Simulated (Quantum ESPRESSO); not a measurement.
# InH (Pm-3m): from the cell to the phonon bands, part 3 of 3

How does InH (Pm-3m) vibrate, and is this structure a minimum?

Quantum ESPRESSO 7.5; DFT LDA, scalar-relativistic, plane waves, PseudoDojo norm-conserving pseudopotentials.

So far, lowest frequency on the path (cm⁻¹): step 7 (interpolated phonon bands) -522. Also highest frequency (cm⁻¹): step 7 313. The relaxed cell has a = 3.062 Å (conventional setting).

The structure was built from a prototype and need not be the compound's stable phase.

**9. Modes with the sum rule (continued)**

Unit eigenvectors of the mass-weighted matrix after the sum rule; no LO-TO term. Modes at Γ, with each element's share of the kinetic energy (negative means imaginary):

| mode | frequency (cm⁻¹) | In % | H % |
| --- | --- | --- | --- |
| 1 | -521.7 | 1 | 99 |
| 2 | -521.7 | 1 | 99 |
| 3 | -521.7 | 1 | 99 |
| 4 | 0.0 | 99 | 1 |
| 5 | 0.0 | 99 | 1 |
| 6 | 0.0 | 99 | 1 |

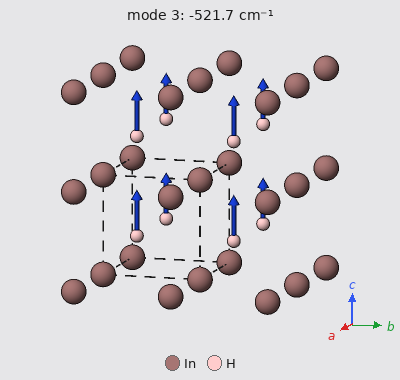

Displacement patterns of mode 3 at Γ; arrows are exaggerated. 2×2×2 cells are drawn. Some periodic images of atoms are drawn too.

The rule moves no optical mode by more than 0.1 cm⁻¹.

**10. Sum rules set otherwise: a sum rule for molecules or wires on a crystal**

This rule also removes rotations, which suits wires and not a crystal; it is tried to see the harm.

The input, dynmat.in:

```
 &input
    fildyn='x.dyn1',
    asr='one-dim',
    fileig='dynmat.eig',
 /
```

Command:

```console
$ dynmat.x -in dynmat.in > dynmat.out
```

Numbers of over 12 decimals in the logs are rounded to 6 here.

Output:

```text
[banner, memory and clock lines left out]
Program DYNMAT v.7.5

     Reading Dynamical Matrix from file x.dyn1
     ...Force constants read
     ...epsilon and Z* not read (not found on file)
asr rotation axis in 1D system=    3
     Acoustic Sum Rule: || Z*(ASR) - Z*(orig)|| =    0.000000E+00
     Acoustic Sum Rule: ||dyn(ASR) - dyn(orig)||=    4.117537E-02
     A direction for q was not specified:TO-LO splitting will be absent

     Polarizability (A^3 units)
     multiply by 1.000000 for Clausius-Mossotti correction
         0.000000    0.000000    0.000000
         0.000000    0.000000    0.000000
         0.000000    0.000000    0.000000

     IR activities are in (D/A)^2/amu units

# mode   [cm-1]    [THz]      IR
    1   -521.75  -15.6416    0.0000
    2   -521.75  -15.6416    0.0000
    3     -0.00   -0.0000    0.0000
    4      0.00    0.0000    0.0000
    5      0.00    0.0000    0.0000
    6      0.00    0.0000    0.0000
```

It took 0.68 s on 1 thread of Intel Xeon 6975P-C (Granite Rapids), shared host.

The program raised no error, yet the settings are not those of a careful run.

The fault: a sum rule for molecules or wires on a crystal; 1 optical mode is projected out to zero frequency, as if it were a rotation.

For a crystal the rule has to be 'simple' or 'crystal'.

Zone-centre frequencies as printed; negative means imaginary. Modes:

| mode | frequency (cm⁻¹) |
| --- | --- |
| 1 | -521.8 |
| 2 | -521.8 |
| 3 | 0 |
| 4 | 0 |
| 5 | 0 |
| 6 | 0 |

**11. Sum rules set otherwise (asr crystal)**

The rule can be imposed in more than one way; the choices should agree where the raw error is small.

The input, dynmat.in:

```
 &input
    fildyn='x.dyn1',
    asr='crystal',
    fileig='dynmat.eig',
 /
```

Command:

```console
$ dynmat.x -in dynmat.in > dynmat.out
```

Output:

```text
[banner, memory and clock lines left out]
Program DYNMAT v.7.5

     Reading Dynamical Matrix from file x.dyn1
     ...Force constants read
     ...epsilon and Z* not read (not found on file)
     Acoustic Sum Rule: || Z*(ASR) - Z*(orig)|| =    0.000000E+00
     Acoustic Sum Rule: ||dyn(ASR) - dyn(orig)||=    3.055102E-05
     A direction for q was not specified:TO-LO splitting will be absent

     Polarizability (A^3 units)
     multiply by 1.000000 for Clausius-Mossotti correction
         0.000000    0.000000    0.000000
         0.000000    0.000000    0.000000
         0.000000    0.000000    0.000000

     IR activities are in (D/A)^2/amu units

# mode   [cm-1]    [THz]      IR
    1   -521.75  -15.6416    0.0000
    2   -521.75  -15.6416    0.0000
    3   -521.75  -15.6416    0.0000
    4     -0.00   -0.0000    0.0000
    5     -0.00   -0.0000    0.0000
    6      0.00    0.0000    0.0000
```

Elapsed: 0.67 s, on 1 thread.

This step gave:

```yaml
highest_optical_zone_centre_mode_no_lo_to_term: -521.8 cm⁻¹
lowest_optical_zone_centre_mode: -521.8 cm⁻¹
```

Zone-centre frequencies as printed; negative means imaginary. Modes:

| mode | frequency (cm⁻¹) |
| --- | --- |
| 1 | -521.8 |
| 2 | -521.8 |
| 3 | -521.8 |
| 4 | 0 |
| 5 | 0 |
| 6 | 0 |

Against the first rule no mode moves by more than 0.1 cm⁻¹.

**12. The dispersion under another sum rule (asr crystal)**

The sum rule corrects the force constants themselves, so it can shift branches at any wavevector, low ones most.

The input, matdyn.in:

```
 &input
    asr='crystal',
    flfrc='x.fc',
    flfrq='x.freq',
    flvec='x.modes',
    q_in_band_form=.true.,
    q_in_cryst_coord=.true.,
 /
8
  0.0000000   0.0000000   0.0000000   8  ! GAMMA
  0.0000000   0.5000000   0.0000000   8  ! X
  0.5000000   0.5000000   0.0000000   8  ! M
  0.0000000   0.0000000   0.0000000   8  ! GAMMA
  0.5000000   0.5000000   0.5000000   8  ! R
  0.0000000   0.5000000   0.0000000   1  ! X
  0.5000000   0.5000000   0.5000000   8  ! R
  0.5000000   0.5000000   0.0000000   1  ! M
```

Command:

```console
$ matdyn.x -in matdyn.in > matdyn.out
```

Output:

```text
[banner, memory and clock lines left out]
Program MATDYN v.7.5

 mass for atomic type   1 not given; uses mass from file x.fc
 mass for atomic type   2 not given; uses mass from file x.fc
 Norm of the difference between old and new effective charges:    0.000000

 Norm of the difference between old and new force-constants:   3.81888e-06

     Message from routine matdyn:
     Z* not found in file x.fc, TO-LO splitting at q=0 will be absent!
     Message from routine matdyn:
     Z* not found in file x.fc, TO-LO splitting at q=0 will be absent!

Note: The following floating-point exceptions are signalling: IEEE_UNDERFLOW_FLAG
```

The job ended after 0.67 s (1 thread).

At the labelled points the branches move by no more than 0.2 cm⁻¹.

**13. Results**

| Item | Value |
| --- | --- |
| space group after relaxation | Pm-3m |
| volume per atom | 14.4 Å³ |
| highest optical zone-centre mode (no LO-TO term) | -521.7 cm⁻¹ |
| q mesh | 4×4×4 |
| lowest mode on the q mesh (acoustic ones at the zone centre apart) | -521.7 cm⁻¹ |
| imaginary modes on the q mesh | yes |

In words: InH (Pm-3m) is unstable: a mode solved on the 4×4×4 mesh is imaginary, 522i cm⁻¹; its spectrum reaches 313 cm⁻¹. At the LDA level the optical modes of InH (Pm-3m) at the zone centre lie at 522i cm⁻¹, so the structure is a saddle point, with 3 modes beyond 10i cm⁻¹ there. The most unstable solved mode lies at the zone centre, but modes at other wavevectors are imaginary too, so the distortion may enlarge the cell. These are harmonic frequencies at zero temperature: anharmonic shifts and linewidths and thermal expansion are left out. In a metal the frequencies hang on the k mesh and the smearing, most of all near Kohn anomalies. The structure is a hypothetical one, built on a prototype.

[Host names and launcher messages were left out of these logs when they were recorded.]

[Logs are printed without paths, hosts, clocks, repeated set-up lines and the standing remarks that a program may print on its own settings, such as how far it seeks lower states.]

[Hosts, paths, dates, database ids (printed as entryN), source tags and the programs' standing remarks are cut or masked in the printed files.]
